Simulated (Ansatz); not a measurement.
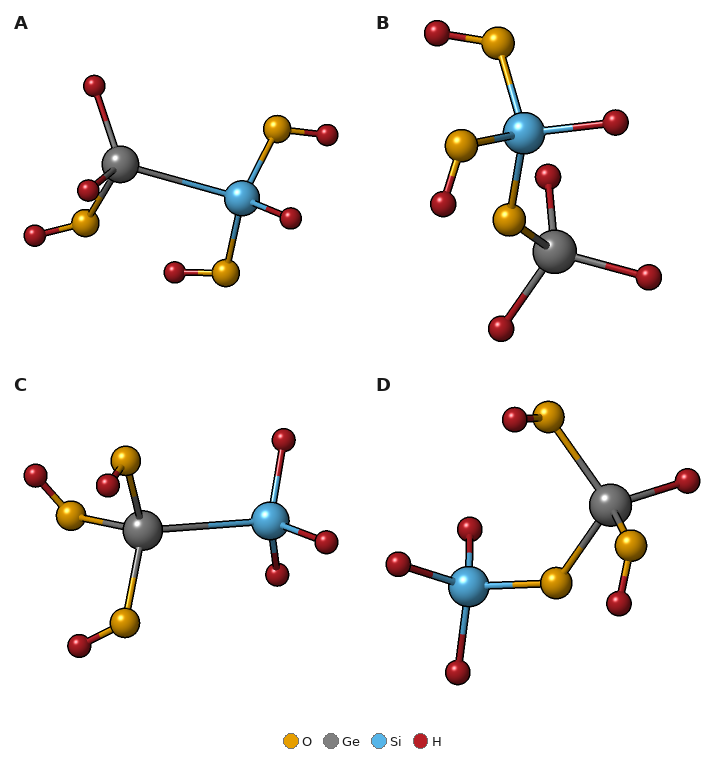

Simulated data, not a measurement (program: Ansatz).

### Match each picture to its SMILES.
(1) [OH][Ge]([OH])([OH])[SiH3]
(2) O[SiH](O)[O][GeH3]
(3) [OH][GeH]([OH])[O][SiH3]
(4) [OH][GeH2][SiH](O)O

A is (4), B is (2), C is (1), D is (3).
